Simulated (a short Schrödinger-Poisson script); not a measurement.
Stack: MOS inversion layer, Al2O3 on p-type Si(111), at 300 K.

| layer | material | thickness (nm) | Na (cm⁻³) |
|---|---|---|---|
| 1 | Al2O3 | 1.8 | - |
| 2 | Si | 1400 | 9.8e16 |

The device is made up for the run: typed textbook-type constants, with dimensions and the other settings drawn at random. Al2O3: permittivity 9, conduction-band edge (eV) 2.7, gap (eV) 6.8, electron mass (mₑ) 0.3. Si: permittivity 11.7, conduction-band edge (eV) 0, gap (eV) 1.124, Nv at 300 K (cm⁻³) 3.1e19.

Channel valleys (confinement mass, in-plane density-of-states mass, number): Δ6 0.258, 0.358, 6. At the gate the conduction-band edge of layer 1 lies 3.08 eV − eVg above the Fermi level of the channel; the field vanishes at the back. Gaps are held at their typed values at every temperature. Mesh 0.03 nm at interfaces.

Solved with a short Schrödinger-Poisson script written for these runs: 1D Poisson equation in equilibrium, electrons quantum, Hartree (BenDaniel-Duke, 12 states a valley, the channel's in-plane mass for all, wave functions free to enter the dielectric), parabolic valleys, classical holes, full ionisation, no traps, pinning or gate leakage.

Only gate voltages with over 1e8 electrons/cm² are shown.

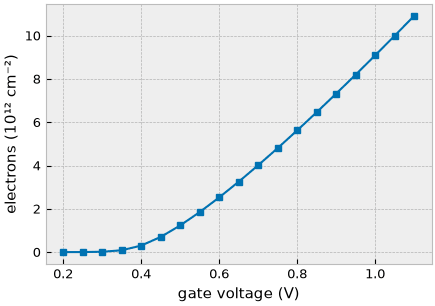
*Sheet density against gate voltage*

```tsv
Vg (V)	electrons (cm⁻²)	C (μF/cm²)	Δ6 E0 (meV)	Δ6 E1 (meV)
0.2	4.34e8	0.105	285.2	339.2
0.25	2.67e9	0.115	238.0	293.3
0.3	1.60e10	0.184	191.4	248.0
0.35	8.39e10	0.483	148.4	206.6
0.4	3.01e11	1.05	115.0	175.6
0.45	7.00e11	1.55	92.7	156.6
0.5	1.23e12	1.87	77.5	145.1
0.55	1.85e12	2.09	66.4	137.7
0.6	2.53e12	2.26	57.7	132.8
0.65	3.25e12	2.39	50.6	129.2
0.7	4.01e12	2.49	44.5	126.7
0.75	4.80e12	2.58	39.3	124.8
0.8	5.62e12	2.66	34.6	123.4
0.85	6.46e12	2.72	30.5	122.3
0.9	7.32e12	2.78	26.6	121.5
0.95	8.20e12	2.83	23.1	120.9
1	9.09e12	2.88	19.9	120.5
1.05	1.00e13	2.93	16.8	120.2
1.1	1.09e13	2.96	13.9	120.1
```

Subbands count from the Fermi level.
